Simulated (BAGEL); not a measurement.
# GaHCl2O (SMILES [OH][Ga]([Cl])[Cl]) at 3 levels

Aim: a comparison of 3 runs (HF/STO-3G, HF/3-21G, HF/6-31G*) of GaHCl2O. 

Program for the calculation: BAGEL 1.2.2.

### 1 Starting point

The species is GaHCl2O (5 atoms), meant as a singlet with charge 0. SMILES: `[OH][Ga]([Cl])[Cl]`. The O1–H5 distance was set to 1.442 Å, away from the relaxed value. At this shape a bond of the SMILES string is far longer than usual.

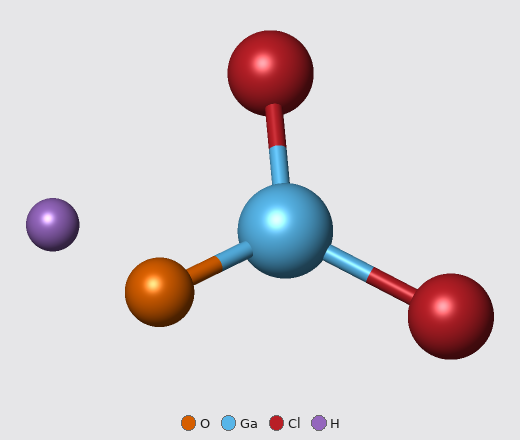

The structure, seen from a chosen angle (oxygen orange, gallium blue, chlorine red, hydrogen purple).

### 2 The energy at HF/STO-3G (density fitting with qzvpp-jkfit) (run 1)

input.json

```json
{ "bagel" : [

{
  "title" : "molecule",
  "basis" : "sto-3g",
  "df_basis" : "qzvpp-jkfit",
  "angstrom" : true,
  "geometry" : [
    { "atom" : "O", "xyz" : [    0.589329,    1.113215,    0.491835 ] },
    { "atom" : "Ga", "xyz" : [    0.453329,   -0.635885,    0.302735 ] },
    { "atom" : "Cl", "xyz" : [    1.834829,   -1.876285,    1.303635 ] },
    { "atom" : "Cl", "xyz" : [   -1.073071,   -1.477685,   -0.909865 ] },
    { "atom" : "H", "xyz" : [   -0.415200,    1.837400,   -0.246000 ] }
  ]
},
{ "title" : "hf" },
{ "title" : "print", "file" : "orbitals.molden", "orbitals" : true }

]}
```

The run is started by

```bash
$ BAGEL_NUM_THREADS=1 BAGEL input.json > input.out
```

The log of the run:

```text
* using 1 threads per process

  ===============================================================
  ===============================================================

  *** Geometry ***

  { "atom" : "O", "xyz" : [      1.113670,      2.103671,      0.929433 ] },
  { "atom" : "Ga", "xyz" : [      0.856668,     -1.201648,      0.572086 ] },
  { "atom" : "Cl", "xyz" : [      3.467324,     -3.545665,      2.463513 ] },
  { "atom" : "Cl", "xyz" : [     -2.027810,     -2.792420,     -1.719396 ] },
  { "atom" : "H", "xyz" : [     -0.784614,      3.472183,     -0.464873 ] },

  Number of auxiliary basis functions:      617

  Since a DF basis is specified, we compute 2- and 3-index integrals:
    o Being stored without compression. Storage requirement is 0.009 GB

  Number of basis functions:       42
  Number of electrons      :       74

    * METHOD: MOLECULE                             0.34

  *** RHF ***

  === Nuclear Repulsion ===
   435.9813410252

      * DIIS with orbital gradients will be used.

  === RHF iteration (sto-3g) ===
      0      -2884.36486333          0.01485809           0.08
      1      -2884.44956182          0.01120007           0.08
      2      -2884.50305444          0.00142203           0.08
[... 11 lines of this table left out ...]
     14      -2884.50508811          0.00000001           0.08
    * SCF iteration converged.

    * Permanent dipole moment:
           (    0.214527,    -0.866927,     0.123421) a.u.

    * METHOD: HF                                   1.39

    * METHOD: PRINT                                0.01

  ===============================================================
```

Run time: 1.9 s. Hardware: 1 thread of Arm Neoverse V1, shared host; peak memory 0.095 GiB.

### 3 A single-point energy at HF/3-21G (density fitting with qzvpp-jkfit) (run 2)

job.json

```json
{ "bagel": [

{
  "title": "molecule",
  "basis": "3-21g",
  "df_basis": "qzvpp-jkfit",
  "angstrom": true,
  "geometry": [
    { "atom": "O", "xyz": [    0.589329,    1.113215,    0.491835 ] },
    { "atom": "Ga", "xyz": [    0.453329,   -0.635885,    0.302735 ] },
    { "atom": "Cl", "xyz": [    1.834829,   -1.876285,    1.303635 ] },
    { "atom": "Cl", "xyz": [   -1.073071,   -1.477685,   -0.909865 ] },
    { "atom": "H", "xyz": [   -0.415200,    1.837400,   -0.246000 ] }
  ]
},
{ "title": "hf" },
{ "title": "print", "file": "orbitals.molden", "orbitals": true }

]}
```

The run is started by

```bash
$ BAGEL_NUM_THREADS=1 BAGEL job.json > job.out
```

The log of the run:

```text
* using 1 threads per process

  ===============================================================
  ===============================================================

  *** Geometry ***

  { "atom" : "O", "xyz" : [      1.113670,      2.103671,      0.929433 ] },
  { "atom" : "Ga", "xyz" : [      0.856668,     -1.201648,      0.572086 ] },
  { "atom" : "Cl", "xyz" : [      3.467324,     -3.545665,      2.463513 ] },
  { "atom" : "Cl", "xyz" : [     -2.027810,     -2.792420,     -1.719396 ] },
  { "atom" : "H", "xyz" : [     -0.784614,      3.472183,     -0.464873 ] },

  Number of auxiliary basis functions:      617

  Since a DF basis is specified, we compute 2- and 3-index integrals:
    o Being stored without compression. Storage requirement is 0.017 GB

  Number of basis functions:       59
  Number of electrons      :       74

    * METHOD: MOLECULE                             0.34

  *** RHF ***

  === Nuclear Repulsion ===
   435.9813410252

      * DIIS with orbital gradients will be used.

  === RHF iteration (3-21g) ===
      0      -2903.34222873          0.02485706           0.12
      1      -2903.41533426          0.02258457           0.12
      2      -2903.54008312          0.00181225           0.12
[... 10 lines of this table left out ...]
     13      -2903.54237868          0.00000001           0.12
    * SCF iteration converged.

    * Permanent dipole moment:
           (    0.493957,    -0.810907,     0.341238) a.u.

    * METHOD: HF                                   1.92

    * METHOD: PRINT                                0.01

  ===============================================================
```

Wall time 2.5 s (1 thread of Arm Neoverse V1, shared host); peak memory 0.12 GiB.

### 4 The energy at HF/6-31G(d) (density fitting with qzvpp-jkfit, spherical functions) (run 3)

hf.json

```json
{ "bagel": [

{
  "title": "molecule",
  "basis": "6-31gs.json",
  "df_basis": "qzvpp-jkfit",
  "angstrom": true,
  "geometry": [
    { "atom": "O", "xyz": [    0.589329,    1.113215,    0.491835 ] },
    { "atom": "Ga", "xyz": [    0.453329,   -0.635885,    0.302735 ] },
    { "atom": "Cl", "xyz": [    1.834829,   -1.876285,    1.303635 ] },
    { "atom": "Cl", "xyz": [   -1.073071,   -1.477685,   -0.909865 ] },
    { "atom": "H", "xyz": [   -0.415200,    1.837400,   -0.246000 ] }
  ]
},
{ "title": "hf" },
{ "title": "print", "file": "orbitals.molden", "orbitals": true }

]}
```

The basis set 6-31G* is read from a file made from the Basis Set Exchange's data (not shown).

The run is started by

```bash
$ BAGEL_NUM_THREADS=1 BAGEL hf.json > hf.out
```

The log of the run:

```text
* using 1 threads per process

  ===============================================================
  ===============================================================

  *** Geometry ***

  { "atom" : "O", "xyz" : [      1.113670,      2.103671,      0.929433 ] },
  { "atom" : "Ga", "xyz" : [      0.856668,     -1.201648,      0.572086 ] },
  { "atom" : "Cl", "xyz" : [      3.467324,     -3.545665,      2.463513 ] },
  { "atom" : "Cl", "xyz" : [     -2.027810,     -2.792420,     -1.719396 ] },
  { "atom" : "H", "xyz" : [     -0.784614,      3.472183,     -0.464873 ] },

  Number of auxiliary basis functions:      617

  Since a DF basis is specified, we compute 2- and 3-index integrals:
    o Being stored without compression. Storage requirement is 0.035 GB

  Number of basis functions:       84
  Number of electrons      :       74

    * METHOD: MOLECULE                             0.47

  *** RHF ***

  === Nuclear Repulsion ===
   435.9813410252

      * DIIS with orbital gradients will be used.

  === RHF iteration (6-31gs.json) ===
      0      -2917.15007881          0.02102519           0.19
      1      -2917.22086706          0.01945015           0.19
      2      -2917.40722230          0.00169121           0.18
[... 12 lines of this table left out ...]
     15      -2917.41014364          0.00000000           0.18
    * SCF iteration converged.

    * Permanent dipole moment:
           (    0.513628,    -0.524942,     0.370092) a.u.

    * METHOD: HF                                   3.28

    * METHOD: PRINT                                0.02

  ===============================================================
```

Wall time 4.2 s (1 thread of Arm Neoverse V1, shared host); peak memory 0.16 GiB.

### 5 The series

```
run                                                              level   energy (Eh)  dipole moment (D)  HOMO energy (eV)  LUMO energy (eV)  wall time
  1                       HF/STO-3G (density fitting with qzvpp-jkfit)  -2884.505088               2.29             -9.53              4.45      1.9 s
  2                        HF/3-21G (density fitting with qzvpp-jkfit)  -2903.542379               2.56            -12.90              1.01      2.5 s
  3  HF/6-31G* (density fitting with qzvpp-jkfit, spherical functions)  -2917.410144               2.09            -12.72              1.06      4.2 s
```

### 6 Summary of results

| quantity | value |
| --- | --- |
| run 3: total energy | -2917.41014 Eh |
| run 3: dipole moment | 2.09 D |
| run 3: HOMO energy | -12.72 eV |
| run 3: LUMO energy | 1.06 eV |
| run 3: HOMO–LUMO gap | 13.78 eV |

What this shows: The dipole moment (its size) runs from 2.09 D (HF/6-31G*) to 2.56 D (HF/3-21G). The HOMO–LUMO gap runs from 13.78 eV (HF/6-31G*) to 13.97 eV (HF/STO-3G). In run 1 the basis is minimal, so the values are rough. All runs together took 8.6 s, the longest 4.2 s.
